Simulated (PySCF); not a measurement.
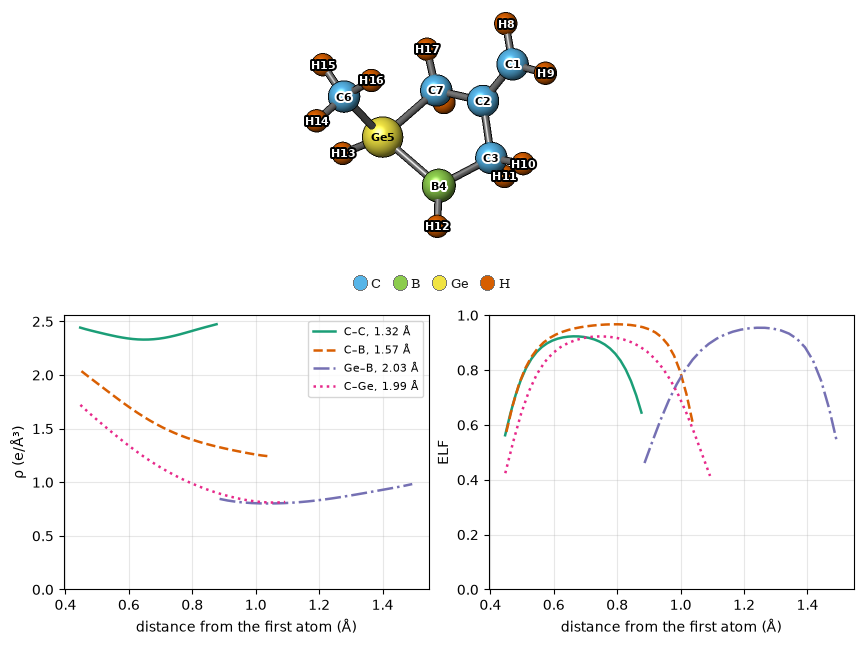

Figure. C5H11BGe. Total electron density and ELF along straight lines between neighbouring atoms. The curves leave out the atomic cores. The structure is drawn too.

Geometry: GFN2-xTB.

Method: PySCF 2.14.0, PBE0/def2-SVPD, SCF density, gas phase.

Input file:

```
{"job": {"kind": "uv", "xc": "PBE0", "basis": "def2-SVPD", "nstates": 8, "ntriplets": 3}, "charge": 0, "multiplicity": 1}
C     -1.800775     1.424958    -0.680286
C     -1.260830     0.419496    -0.011062
C     -1.457462    -1.022207    -0.415856
B     -0.099401    -1.803122    -0.408283
Ge     1.164426    -0.662046     0.688146
C      2.548021     0.363218    -0.302846
C     -0.328113     0.591783     1.145489
H     -1.633336     2.451159    -0.398441
H     -2.445194     1.264953    -1.529806
H     -2.052352    -1.095342    -1.328501
H     -2.061267    -1.505809     0.367275
H      0.032787    -2.832510    -0.940085
H      1.835853    -1.174265     1.953596
H      3.345226    -0.284791    -0.653766
H      2.982830     1.134195     0.325757
H      2.091167     0.840841    -1.165132
H     -0.050685     1.635394     1.278381
H     -0.819653     0.260415     2.063765
```

Command:

```sh
OMP_NUM_THREADS=1 python probes_run.py task.json out
```

Q: Compare the contacts.

A: C–C (1.32 Å): ρ at the midpoint is about 2.3 e/Å³; the ELF peaks at about 0.90 between the atoms (a short, multiple covalent bond).
C–B (1.57 Å): the density is about 1.4 e/Å³ at the midpoint; the ELF peaks at about 0.95 between the atoms: a shared electron pair.
Ge–B (2.03 Å): ρ is about 0.8 e/Å³ halfway; the ELF peaks at about 0.95 between the atoms: a shared electron pair.
C–Ge (1.99 Å): ρ at the midpoint is about 0.82 e/Å³; the ELF peaks at about 0.90 in the valence shell of C, 0.7 Å from its nucleus, and is about 0.70 at the midpoint.
